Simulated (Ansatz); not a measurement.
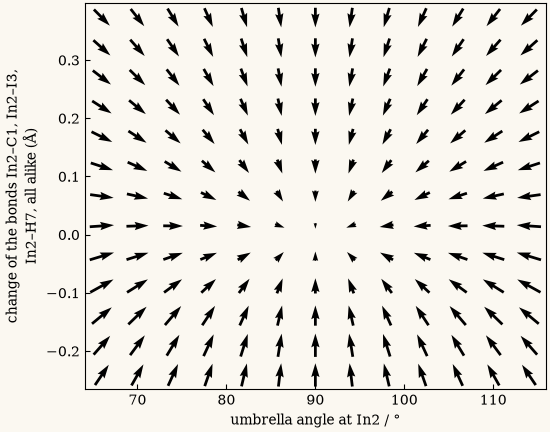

CH₄IIn, SMILES [CH3][InH][I]. 
- First axis: umbrella angle at In2 (between each of its bonds and their common axis; 90 is planar). Second axis: change of the bonds In2–C1, In2–I3, In2–H7, all alike.
- Nothing is relaxed (all other coordinates rigid).
- The scan uses a 13 × 13 grid.
- Points are written as (first, second).
- Computed with Ansatz, RKS PBE0-D4/def2-SVP.

In the figure: arrows along the force (downhill), their lengths compressed.

> The arrows alone are given. Where is the energy lowest?

The arrows converge at about (90°, 0.000 Å) (read from the interpolated surface).

The energy map of the same scan:

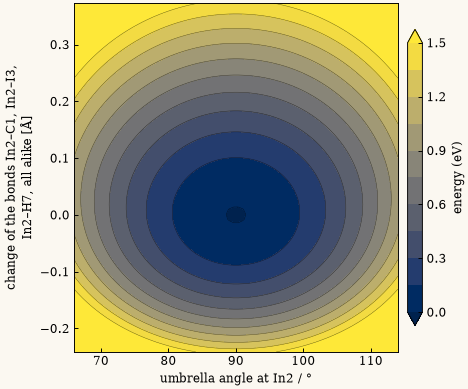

Energies are in eV, from the lowest grid point; between grid points the surface is interpolated.
